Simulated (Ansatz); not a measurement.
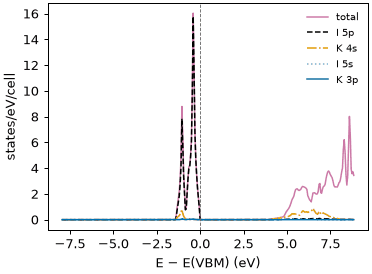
Fig. 1. Total and projected density of states of KI (rock salt, Fm-3m), DFT-PBEsol in the program Ansatz with PAW potentials

Problem. Which orbitals carry the states next to the gap?

Solution. Top 1 eV of the valence band: I 5p 97 %. Bottom 1 eV of the conduction band: K 4s 72 %, I 5s 14 %, I 5p 7 %, outside the projected shells 7 %. Projections are on Löwdin-orthogonalised atomic valence shells; empty p or d shells of many metals are not among them.

Problem. Where is the tallest occupied peak in this window, and what makes it?

Solution. Near -0.4 eV, about 16 states/eV per cell; the largest projected share is I 5p.

Symmetry was held in the PBEsol relaxation. Spin–orbit coupling is left out wherever it is not named.

Potentials: the later of the program's two PAW sets.
